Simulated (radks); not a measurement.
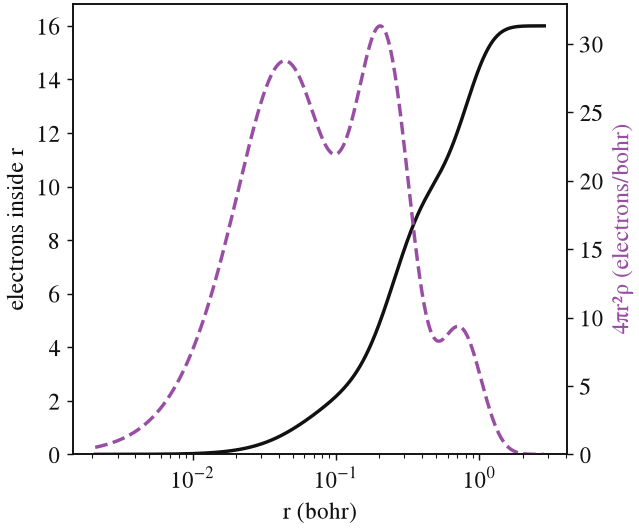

The Cr⁸⁺ ion in the configuration [Ne] 3s2 3p4 (high spin). The calculation used the in-house radial solver radks at this level: scalar-relativistic Kohn-Sham, LDA (Slater exchange, Perdew-Wang correlation), spin-polarised, spherical densities, finite nucleus.

```
Z 24
configuration [Ne] 3s2 3p4 4s0 3d0 4p0
relativity scalar-relativistic
functional lda,pw
spin polarised
nucleus finite rms 3.6452 fm
c 137.035999084
```

The plot shows the number of electrons inside radius r (solid) and the radial density 4πr²ρ (dashed).

Q: Read the plot.

Answer: The count levels off at 16 electrons. Half of them lie within 0.315 bohr, 90 % within 0.992 bohr and 99 % within 1.50 bohr. The radial density has minima at 0.0984 and 0.519 bohr, where the count stands at 2.1 and 10.4; these part the shells that the density resolves.
